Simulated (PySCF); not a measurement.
System: C4H8N2SSi.

Input file:

```
{"job": {"kind": "nmr", "xc": "PBE0", "basis": "pcSseg-1"}, "charge": 0, "multiplicity": 1}
N     -2.399496     1.595616    -1.586299
C     -2.356714     0.763352    -0.802102
C     -2.252361    -0.253958     0.200629
N     -3.126299    -1.160407     0.211775
C     -1.070032    -0.089551     1.123761
C      0.233782    -0.023164     0.338050
S      1.643259     0.097290     1.504971
Si     3.261042     0.255323     0.105915
H     -3.015571    -1.863130     0.940195
H     -1.034596    -0.923164     1.829861
H     -1.187655     0.836001     1.694815
H      0.250588     0.851622    -0.312967
H      0.370689    -0.924660    -0.261065
H      2.992271     1.422145    -0.725584
H      3.259478    -0.961947    -0.698532
H      4.424016     0.387575     0.960135
```

Command:

```sh
OMP_NUM_THREADS=1 python probes_run.py task.json out
```

Geometry: GFN2-xTB.

Computed with PBE0/pcSseg-1, SCF density, gas phase, non-relativistic in PySCF 2.14.0.

Q: Predict the electron density and electron localisation function between the atoms.

A: C–N (1.14 Å): ρ at the midpoint is about 3.6 e/Å³; the ELF peaks at about 0.85 between the atoms (a short, multiple covalent bond).
C–C (1.43 Å): the density is about 1.9 e/Å³ at the midpoint; the ELF peaks at about 0.95 between the atoms (a covalent bond).
N–H (1.02 Å): ρ is about 2.8 e/Å³ halfway; the ELF climbs to about 1 towards the hydrogen, as it does in any bond to H: a covalent bond by its length.
C–N (1.26 Å): ρ is about 2.9 e/Å³ halfway; the ELF peaks at about 0.90 between the atoms (a short, multiple covalent bond).

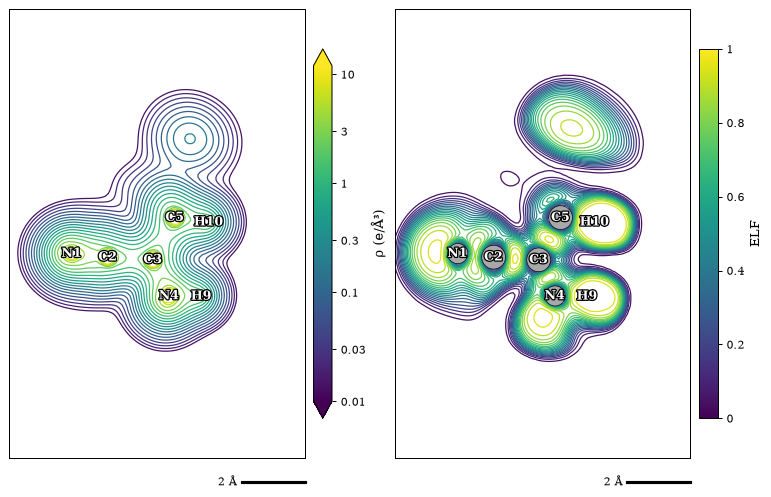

Computed electron density and electron localisation function on the plane of atoms C3, C5 and H10, in this order. Grey discs cover the atomic cores in the ELF map. 
